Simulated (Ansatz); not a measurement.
**BF (SMILES [B]F): CCSD(T)/def2-TZVPPD**

Aim: the vertical electron affinity of BF at CCSD(T)/def2-TZVPPD, from 2 runs. 

The results are computed with Ansatz 0.2.0.

39 further runs of the same task are left out: 1 that didn't finish, 38 set aside as unsound or not needed.

## 1. The molecule

The species is BF (2 atoms), meant as a singlet with charge 0. SMILES: `[B]F`. Geometry: relaxed at PBE0-D4/def2-TZVP.

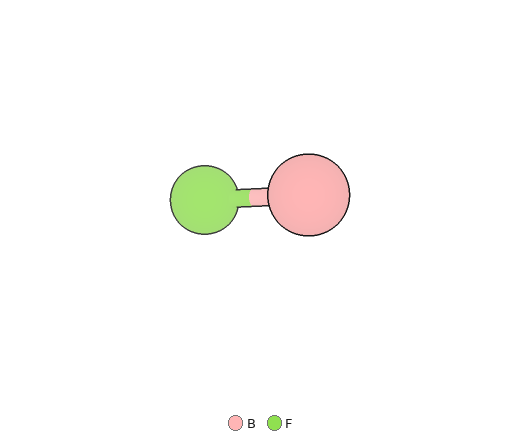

Viewed from a chosen angle; boron pink, fluorine green.

## 2. The energy at CCSD(T)/def2-TZVPPD

job.yaml reads:

```yaml
crystal:
  periodic: [false, false, false]
  atoms:
    - {symbol: B, position_ang: [0.000000, -0.000000, -0.009350]}
    - {symbol: F, position_ang: [-0.000000, 0.000000, 1.253740]}
basis:
  gaussian:
    orbitals: def2-TZVPPD.json
correlation:
  method: ccsd_t
  frozen_orbitals: {B: 1, F: 1}
accuracy: high
scf:
  omitted_lower_state_checks: [cluster_reference, increment]
```

The basis set def2-TZVPPD is read from a file made from the Basis Set Exchange's data (not shown).

On the command line:

```sh
$ ansatz run job.yaml --threads 1 --pin off --max-ram 3480MiB --events-out events.jsonl --progress --plain --runs-dir runs
```

The log of the run, cut to the lines that bear on the results:

```text
Warning: RAYON_NUM_THREADS=1 ignored (pool sized by the plan → 1); use --threads N
Functional definition: HF
  name "HF"
[...]
1035 factors; integrals over basis functions are off by at most 3.7e-9 eV
[...]
mean field -3378.63170719 eV, -124.1624251205 hartree, gradient 7.3e-9 eV, S^2 0.000000; 0 other end points of the search recorded, 0 dependent functions left out
2 core orbitals not correlated: weight in the atoms' cores, before any rotation towards them, 1.000 or more for the frozen orbitals, at most 0.000 for the correlated occupied ones
reference -3378.63170719 eV, -124.1624251205 hartree; 5, 5 occupied and 70, 70 virtual orbitals, 1035 factors
second order -8.74551963 eV of doubles, -0.00000000 eV of singles
cycle   1  -8.75041713 eV  change   -4.9e-3 eV  update   8.2e-2
[...]
cycle  22  -9.09431247 eV  change  -3.1e-11 eV  update  4.6e-10
perturbative correction -0.29710608 eV, -0.0109184470 hartree
Total energy: -3388.02312574 eV, -124.5075533863 hartree
Checks for a lower state left out: cluster_reference, increment
```

Wall time 2.3 s (1 thread of Arm Neoverse V1, shared host); peak memory 0.28 GiB.

## 3. The doublet anion

input.yaml reads:

```yaml
crystal:
  periodic: [false, false, false]
  atoms:
    - {symbol: B, position_ang: [0.000000, -0.000000, -0.009350]}
    - {symbol: F, position_ang: [-0.000000, 0.000000, 1.253740]}
basis:
  gaussian:
    orbitals: def2-TZVPPD.json
scf:
  omitted_lower_state_checks: [cluster_reference, increment]
total_charge: -1
magnetization:
  spin_polarized: true
  initial_magnetization: 1
correlation:
  method: ccsd_t
  frozen_orbitals: {B: 1, F: 1}
accuracy: high
```

The basis set def2-TZVPPD is read from a file made from the Basis Set Exchange's data (not shown).

On the command line:

```sh
$ ansatz run input.yaml --threads 1 --pin off --max-ram 3480MiB --events-out events.jsonl --progress --plain --runs-dir runs
```

The log of the run:

```text
Warning: RAYON_NUM_THREADS=1 ignored (pool sized by the plan → 1); use --threads N
[... 16 lines left out ...]
2 core orbitals not correlated: weight in the atoms' cores, before any rotation towards them, 1.000 or more for the frozen orbitals, at most 0.000 for the correlated occupied ones
[... 42 lines left out ...]
Total energy: -3386.61666304 eV, -124.4558668354 hartree
Checks for a lower state left out: cluster_reference, increment
```

It took 13 s on 1 thread of Arm Neoverse V1, shared host; peak memory 0.48 GiB.

## 4. Outcome

Level: CCSD(T)/def2-TZVPPD, 2 core orbitals frozen.

```
                                                  quantity          value
                                  singlet BF: total energy  -124.50755 Eh
   singlet BF: correlation energy (2 core orbitals frozen)     -345.1 mEh
                                singlet BF: (T) correction     -10.92 mEh
                                 singlet BF: T1 diagnostic          0.016
                               doublet anion: total energy  -124.45587 Eh
doublet anion: correlation energy (2 core orbitals frozen)     -350.9 mEh
                             doublet anion: (T) correction     -11.68 mEh
          doublet anion: ⟨S²⟩ of the reference determinant          0.806
                              doublet anion: T1 diagnostic          0.096
         vertical electron affinity (to the doublet anion)      -1.406 eV
```

The anion lies 1.41 eV (32 kcal/mol) above the neutral: the electron isn't bound at this level, and such a value depends on the basis. The triples (singlet BF) make up 3.2 % of the correlation energy. The T1 diagnostic (doublet anion) of 0.096 is above the customary mark for such species, so a single reference may not serve. The triples (doublet anion) make up 3.3 % of the correlation energy.
